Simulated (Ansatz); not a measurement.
**CH₄GeSe: shape, modes and thermochemistry**

Aim: relax CH₄GeSe from a cheap starting geometry, then compute its harmonic vibrations to see whether it is a minimum and to get the zero-point energy and entropy, and look at its orbitals and charge.

Method: RKS PBE0-D4/def2-TZVP; program: Ansatz 0.2.0, Gaussian basis.

The runs, in order: relaxation at PBE-D4/def2-SVP; relaxation at PBE0-D4/def2-TZVP; harmonic vibrations at the same level; a single point in def2-TZVPP for the fields.

## 1. The starting structure

SMILES `[CH2]1[GeH2][Se]1`, 7 atoms, charge 0, spin multiplicity 1.

Atoms are counted from 1 here; the program's logs count them from 0.

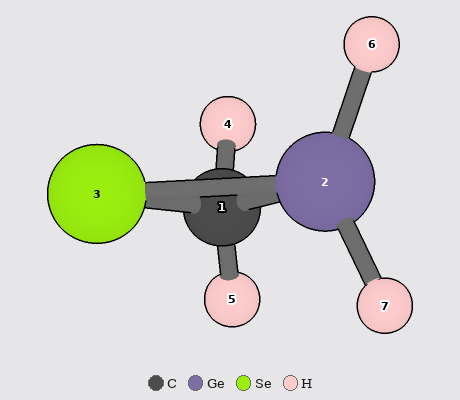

Start geometry, drawn with carbon dark grey, germanium purple, selenium green, hydrogen pink; atoms are numbered from 1 in the order of the file.

Coordinates:

```
atom    x (Å)    y (Å)    z (Å)
  C1  -0.5973  -0.2818  -0.6428
 Ge2   0.6758   0.4089   0.5566
 Se3  -0.6088  -1.6584   0.6015
  H4  -1.5184   0.3511  -0.6270
  H5  -0.2360  -0.5163  -1.6674
  H6   0.1710   1.4410   1.6131
  H7   2.1749   0.1874   0.1204
```

The start is a force-field geometry with small random shifts, so a cheaper pass at PBE-D4/def2-SVP comes first.

## 2. Geometry optimisation, PBE-D4/def2-SVP (cheap first pass)

Input file in.yaml:

```yaml
crystal:
  periodic: [false, false, false]
  atoms:
    - {symbol: C, position_ang: [-0.597300, -0.281800, -0.642800]}
    - {symbol: Ge, position_ang: [0.675800, 0.408900, 0.556600]}
    - {symbol: Se, position_ang: [-0.608800, -1.658400, 0.601500]}
    - {symbol: H, position_ang: [-1.518400, 0.351100, -0.627000]}
    - {symbol: H, position_ang: [-0.236000, -0.516300, -1.667400]}
    - {symbol: H, position_ang: [0.171000, 1.441000, 1.613100]}
    - {symbol: H, position_ang: [2.174900, 0.187400, 0.120400]}
basis:
  gaussian: {orbitals: def2-SVP}
hamiltonian: {xc: pbe, dispersion: d4}
relax: {f_tol: 0.03, max_steps: 200}
```

Started as:

```bash
ansatz run in.yaml --threads 2 --pin off --events-out ev --progress --plain --max-ram 4352MiB
```

The log of the run, shortened:

```text
Functional definition: PBE
  name "PBE"
  cite "Perdew, Burke & Ernzerhof, Phys. Rev. Lett. 77, 3865 (1996) doi:10.1103/PhysRevLett.77.3865"
  parent pbe
[...]
1087 factors; their error is unknown
[...]
mean field -122933.48122966 eV, -4517.7221078835 hartree, gradient 1.6e-5 eV, S^2 0.000000; 0 other end points of the search recorded, 0 dependent functions left out
[...]
reference -122933.48126046 eV, -4517.7221090154 hartree; 38, 38 occupied and 60, 60 virtual orbitals, 1087 factors
relax step   1: F+E_penalty+E_count = -122933.63537932 eV  Δ(F+E_penalty+E_count) = +0.000e0 eV  max|allowed force component| = 2.647e0 eV/Å  Δτ_max = 0.0000 Å  (27 SCF iters, accepted)
[...]
relax step   4: F+E_penalty+E_count = -122934.02721585 eV  Δ(F+E_penalty+E_count) = -5.298e-3 eV  max|allowed force component| = 9.057e-2 eV/Å  Δτ_max = 0.0302 Å  (28 SCF iters, accepted)
[...]
relax step   5: F+E_penalty+E_count = -122934.02908608 eV  Δ(F+E_penalty+E_count) = -1.870e-3 eV  max|allowed force component| = 6.506e-3 eV/Å  Δτ_max = 0.0159 Å  (29 SCF iters, accepted)
1087 factors; their error is unknown
[...]
mean field -122933.87618231 eV, -4517.7366221259 hartree, gradient 1.3e-5 eV, S^2 0.000000; 1 other end points of the search recorded, 0 dependent functions left out
[...]
reference -122933.87621437 eV, -4517.7366233039 hartree; 38, 38 occupied and 60, 60 virtual orbitals, 1087 factors
Total energy: -122934.02911813 eV, -4517.7422424135 hartree
Atom 0 at    -0.645380    -0.204385    -0.721115 Å, force     0.002851     0.000945     0.006307 eV/Å
Atom 1 at     0.678088     0.337343     0.597928 Å, force    -0.001693    -0.002664    -0.002324 eV/Å
Atom 2 at    -0.537594    -1.667713     0.677126 Å, force     0.001639    -0.001238     0.001489 eV/Å
Atom 3 at    -1.617142     0.317064    -0.733650 Å, force    -0.006506     0.001158    -0.002239 eV/Å
Atom 4 at    -0.294674    -0.525188    -1.716451 Å, force     0.001415     0.001971    -0.002852 eV/Å
Atom 5 at     0.305127     1.429884     1.620444 Å, force    -0.001019     0.001478    -0.001239 eV/Å
Atom 6 at     2.172775     0.244896     0.230119 Å, force     0.003312    -0.001651     0.000856 eV/Å
Dipole moment:     0.120850     0.339425    -0.127420 e Å
```

It took 11 s on 2 threads of Arm Neoverse V1, shared host.

Step by step:

```csv
step,energy from step 1 (eV),largest force component (eV/Å)
1,0.0000,2.6474
2,-0.3300,1.1520
3,-0.3865,0.3003
4,-0.3918,0.0906
5,-0.3937,0.0065
```

Close pairs (by a distance rule), those that changed most:

```
   bond  before (Å)  after (Å)  change (Å)
 C1–Se3       1.856      2.027      +0.171
Ge2–Se3       2.434      2.346      -0.088
 C1–Ge2       1.881      1.945      +0.065
 Ge2–H7       1.577      1.542      -0.035
 Ge2–H6       1.561      1.542      -0.019
  C1–H4       1.118      1.103      -0.015
  C1–H5       1.111      1.103      -0.008
```

## 3. Relaxation at PBE0-D4/def2-TZVP

Input file in.yaml:

```yaml
crystal:
  periodic: [false, false, false]
  atoms:
    - {symbol: C, position_ang: [-0.645380, -0.204385, -0.721115]}
    - {symbol: Ge, position_ang: [0.678088, 0.337343, 0.597928]}
    - {symbol: Se, position_ang: [-0.537594, -1.667713, 0.677126]}
    - {symbol: H, position_ang: [-1.617142, 0.317064, -0.733650]}
    - {symbol: H, position_ang: [-0.294674, -0.525188, -1.716451]}
    - {symbol: H, position_ang: [0.305127, 1.429884, 1.620444]}
    - {symbol: H, position_ang: [2.172775, 0.244896, 0.230119]}
basis:
  gaussian: {orbitals: def2-TZVP}
hamiltonian: {xc: pbe0, dispersion: d4}
relax: {f_tol: 0.005, max_steps: 150}
```

The command is unchanged.

The log of the run, shortened:

```text
Functional definition: PBE0
  name "PBE0"
  cite "Adamo & Barone, J. Chem. Phys. 110, 6158 (1999) doi:10.1063/1.478522"
  cite "Perdew, Burke & Ernzerhof, Phys. Rev. Lett. 77, 3865 (1996) doi:10.1103/PhysRevLett.77.3865"
  parent pbe
[...]
1169 factors; their error is unknown
[...]
mean field -122954.00630645 eV, -4518.4763905432 hartree, gradient 1.3e-5 eV, S^2 0.000000; 0 other end points of the search recorded, 0 dependent functions left out
[...]
reference -122954.00633356 eV, -4518.4763915397 hartree; 38, 38 occupied and 113, 113 virtual orbitals, 1169 factors
relax step   1: F+E_penalty+E_count = -122954.13463268 eV  Δ(F+E_penalty+E_count) = +0.000e0 eV  max|allowed force component| = 5.844e-1 eV/Å  Δτ_max = 0.0000 Å  (29 SCF iters, accepted)
[...]
reference -122954.03404877 eV, -4518.4774100547 hartree; 38, 38 occupied and 113, 113 virtual orbitals, 1169 factors
Total energy: -122954.16286585 eV, -4518.4821439949 hartree
Atom 0 at    -0.639078    -0.198280    -0.717156 Å, force    -0.001451     0.001857    -0.003634 eV/Å
Atom 1 at     0.670854     0.335846     0.589135 Å, force    -0.000069     0.000642    -0.000654 eV/Å
Atom 2 at    -0.531175    -1.645660     0.665442 Å, force     0.000283    -0.001237     0.001491 eV/Å
Atom 3 at    -1.598348     0.306501    -0.725475 Å, force     0.001324    -0.001059     0.000124 eV/Å
Atom 4 at    -0.295680    -0.520997    -1.693374 Å, force    -0.000664     0.000207     0.001505 eV/Å
Atom 5 at     0.302605     1.414659     1.605025 Å, force     0.000101    -0.000084     0.000724 eV/Å
Atom 6 at     2.152023     0.239832     0.230804 Å, force     0.000476    -0.000325     0.000444 eV/Å
Dipole moment:     0.138722     0.385534    -0.142905 e Å
```

It took 29 s on 2 threads of Arm Neoverse V1, shared host.

The steps of the relaxation:

| step | energy from step 1 (eV) | largest force component (eV/Å) |
| --- | --- | --- |
| 1 | 0.0000 | 0.5844 |
| 2 | -0.0261 | 0.1841 |
| 3 | -0.0280 | 0.0293 |
| 4 | -0.0282 | 0.0171 |
| 5 | -0.0282 | 0.0036 |

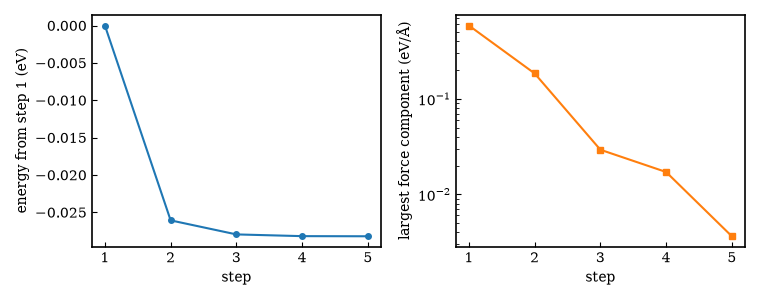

Energy and force, step by step.

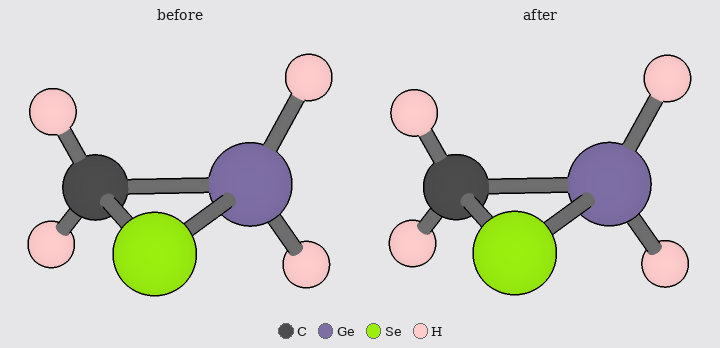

Before and after, at one scale.

Close pairs (by a distance rule), those that changed most:

| bond | before (Å) | after (Å) | change (Å) |
| --- | --- | --- | --- |
| Ge2–Se3 | 2.346 | 2.319 | -0.027 |
| C1–Se3 | 2.027 | 2.005 | -0.022 |
| C1–Ge2 | 1.945 | 1.926 | -0.020 |
| C1–H5 | 1.103 | 1.084 | -0.019 |
| C1–H4 | 1.103 | 1.084 | -0.019 |
| Ge2–H6 | 1.542 | 1.527 | -0.015 |
| Ge2–H7 | 1.542 | 1.527 | -0.015 |

Mulliken charges at the end point, from the run's report:

```csv
atom,value (e)
C1,-0.34
Ge2,0.17
Se3,-0.21
H4,0.16
H5,0.16
H6,0.03
H7,0.03
```

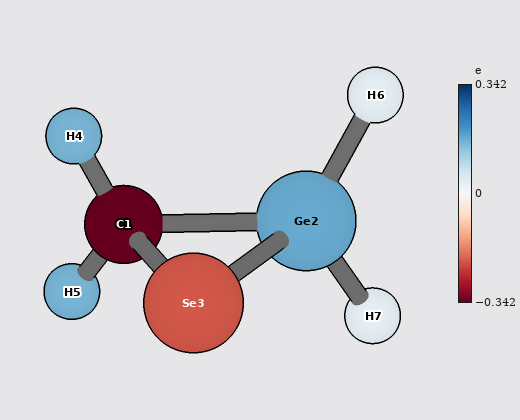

Mulliken charges at the end point, from the run's report, as colours on the atoms.

## 4. Vibrations by finite differences

Input file in.yaml:

```yaml
crystal:
  periodic: [false, false, false]
  atoms:
    - {symbol: C, position_ang: [-0.639078, -0.198280, -0.717156]}
    - {symbol: Ge, position_ang: [0.670854, 0.335846, 0.589135]}
    - {symbol: Se, position_ang: [-0.531175, -1.645660, 0.665442]}
    - {symbol: H, position_ang: [-1.598348, 0.306501, -0.725475]}
    - {symbol: H, position_ang: [-0.295680, -0.520997, -1.693374]}
    - {symbol: H, position_ang: [0.302605, 1.414659, 1.605025]}
    - {symbol: H, position_ang: [2.152023, 0.239832, 0.230804]}
basis:
  gaussian: {orbitals: def2-TZVP}
hamiltonian: {xc: pbe0, dispersion: d4}
phonons: {temperatures: {t_min: 298.15, t_max: 900, t_step: 200}}
```

Launched as before.

The log of the run, shortened:

```text
Functional definition: PBE0
  name "PBE0"
  cite "Adamo & Barone, J. Chem. Phys. 110, 6158 (1999) doi:10.1063/1.478522"
  cite "Perdew, Burke & Ernzerhof, Phys. Rev. Lett. 77, 3865 (1996) doi:10.1103/PhysRevLett.77.3865"
  parent pbe
[...]
1169 factors; their error is unknown
[...]
mean field -122954.03402171 eV, -4518.4774090602 hartree, gradient 1.3e-5 eV, S^2 0.000000; 0 other end points of the search recorded, 0 dependent functions left out
[...]
reference -122954.03404863 eV, -4518.4774100495 hartree; 38, 38 occupied and 113, 113 virtual orbitals, 1169 factors
[...]
1169 factors; their error is unknown
mean field -122954.03387143 eV, -4518.4774035376 hartree, gradient 1.3e-6 eV, S^2 0.000000; 0 other end points of the search recorded, 0 dependent functions left out
[...]
Total energy: -122954.16286570 eV, -4518.4821439897 hartree
Atom 0 at    -0.639078    -0.198280    -0.717156 Å, force    -0.001461     0.001861    -0.003639 eV/Å
Atom 1 at     0.670854     0.335846     0.589135 Å, force    -0.000072     0.000639    -0.000651 eV/Å
Atom 2 at    -0.531175    -1.645660     0.665442 Å, force     0.000287    -0.001238     0.001494 eV/Å
Atom 3 at    -1.598348     0.306501    -0.725475 Å, force     0.001329    -0.001061     0.000124 eV/Å
Atom 4 at    -0.295680    -0.520997    -1.693374 Å, force    -0.000662     0.000207     0.001505 eV/Å
Atom 5 at     0.302605     1.414659     1.605025 Å, force     0.000102    -0.000083     0.000724 eV/Å
Atom 6 at     2.152023     0.239832     0.230804 Å, force     0.000478    -0.000326     0.000444 eV/Å
Dipole moment:     0.138723     0.385535    -0.142905 e Å
Vibrations: 299.92 475.35 484.54 509.41 569.18 700.10 792.04 851.72 917.20 968.37 1405.04 2185.90 2199.39 3142.46 3238.07 cm⁻¹, zero-point energy 1.161651 eV
```

Run time: 2.3 min. Hardware: 2 threads of Arm Neoverse V1, shared host.

Motions are named by where the mode's potential energy lies. Wavenumbers, unscaled:

```csv
mode,cm⁻¹,motion
1,300,Ge–Se stretch with bend
2,475,C–Se stretch with bend
3,485,bend
4,509,bend
5,569,bend
6,700,Ge–C stretch with bend
7,792,bend
8,852,bend
9,917,bend
10,968,bend
11,1405,bend
12,2186,Ge–H stretch
13,2199,Ge–H stretch
14,3142,C–H stretch
15,3238,C–H stretch
```

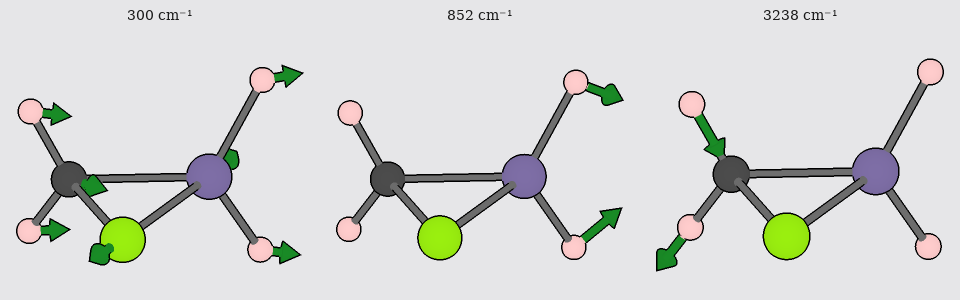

Displacements of 3 modes, as arrows.

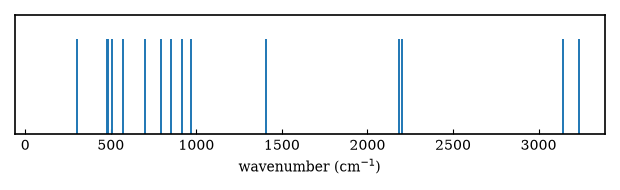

The harmonic wavenumbers as sticks (no intensities were computed).

From these modes and the moments of inertia (298.15 K, 1 bar, symmetry number 1):

| term | value |
| --- | --- |
| zero-point energy | 26.8 kcal/mol |
| H(298) − E | 30.2 kcal/mol |
| entropy, translation | 172.7 J/(mol K) |
| entropy, rotation | 109.3 J/(mol K) |
| entropy, vibration | 20.6 J/(mol K) |
| entropy, total | 302.7 J/(mol K) |

## 5. Fields at the relaxed geometry

Changes to in.yaml since step 4:

```diff
@@ -11,4 +11,4 @@
 basis:
-  gaussian: {orbitals: def2-TZVP}
+  gaussian: {orbitals: def2-TZVPP}
 hamiltonian: {xc: pbe0, dispersion: d4}
-phonons: {temperatures: {t_min: 298.15, t_max: 900, t_step: 200}}
+output: {orbitals: {seedname: orbitals}}
```

Launched as before.

The log of the run:

```text
Functional definition: PBE0
  name "PBE0"
  cite "Adamo & Barone, J. Chem. Phys. 110, 6158 (1999) doi:10.1063/1.478522"
  cite "Perdew, Burke & Ernzerhof, Phys. Rev. Lett. 77, 3865 (1996) doi:10.1103/PhysRevLett.77.3865"
  parent pbe
  parameter a = 0.25
  parameter kappa = 0.804
  parameter beta = 0.06672455060314922
  exchange = (1 - a)*pbe_x(kappa = kappa, mu = beta*pi^2/3) + a*exact_x
  correlation = pbe_c(beta = beta)
1229 factors; their error is unknown
mean field evaluation 1: about -122947.9964 eV, gradient 5.0e1 eV
mean field evaluation 2: about -122939.5303 eV, gradient 7.1e1 eV
mean field evaluation 4: about -122953.3636 eV, gradient 3.6e0 eV
mean field evaluation 8: about -122953.3863 eV, gradient 5.3e-2 eV
mean field evaluation 16: about -122954.0664 eV, gradient 6.3e-5 eV
mean field -122954.06642330 eV, -4518.4785997968 hartree, gradient 6.3e-5 eV, S^2 0.000000; 0 other end points of the search recorded, 0 dependent functions left out
reference -122954.06645033 eV, -4518.4786007902 hartree; 38, 38 occupied and 145, 145 virtual orbitals, 1229 factors
Total energy: -122954.19526741 eV, -4518.4833347303 hartree
```

Run time: 4.3 s. Hardware: 2 threads of Arm Neoverse V1, shared host; peak memory 0.48 GiB.

Orbitals, density, ELF and potential are computed afterwards from the orbital file.

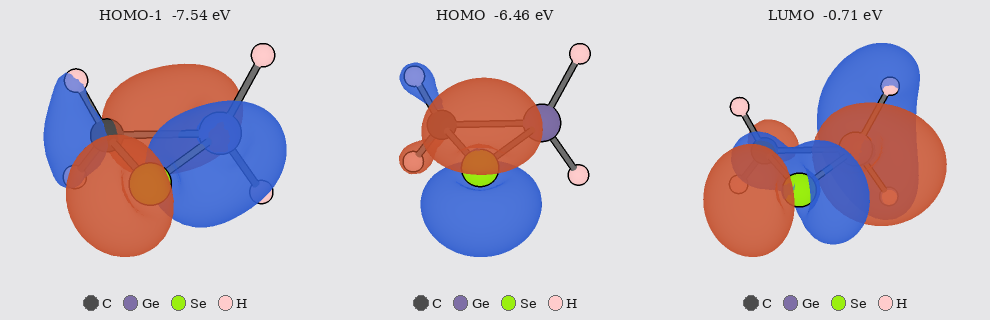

Frontier orbitals at PBE0-D4/def2-TZVPP; each surface holds 70 % of the orbital's density, blue and red mark the sign.

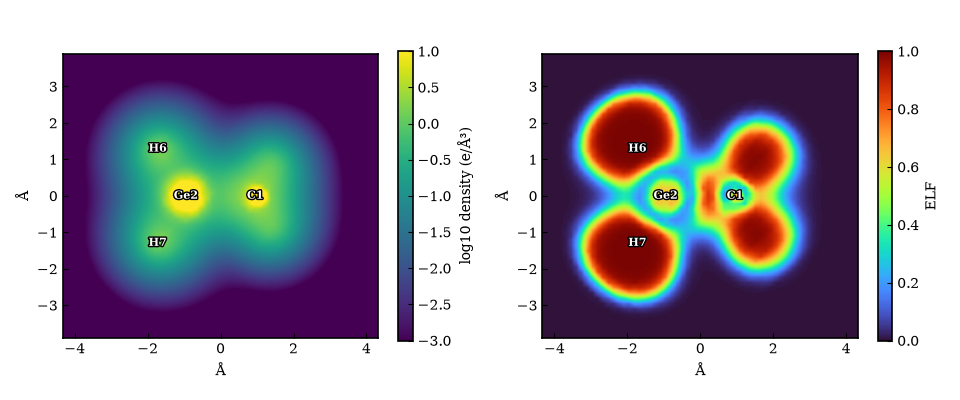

Density (left) and ELF (right) in a plane through or near 4 of the atoms.

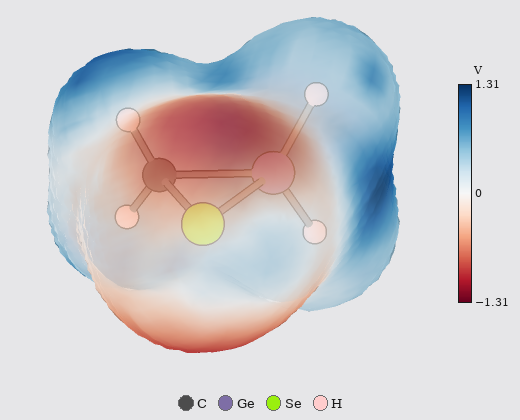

Electrostatic potential on the surface of density 0.002 e/bohr³; red is low, blue high. It runs from -0.92 V near Se3 to 1.31 V near Ge2.

## 6. Outcome

```
                  quantity            value
               point group               Cs
                     steps            5 + 5
shift from the start (rms)          0.111 Å
              total energy  -122954.1629 eV
           dispersion term         -129 meV
             dipole moment           2.08 D
lowest, highest wavenumber   300, 3238 cm⁻¹
         zero-point energy    26.8 kcal/mol
       entropy at 298.15 K  302.7 J/(mol K)
                HOMO, LUMO  -6.46, -0.71 eV
```

The atoms moved 0.11 Å (rms) from the start; the bond that changed most is C1–Se3, from 1.856 to 2.005 Å. All wavenumbers are real, so the end point is a minimum. The stiffest mode, 3238 cm⁻¹, is a C–H stretch. Harmonic hybrid wavenumbers usually lie a few per cent above measured fundamentals. The largest Mulliken charge, -0.34 e, sits on C1. The HOMO lies mostly on Se3 85 % and the LUMO on Se3 34 %; Ge2 29 %.
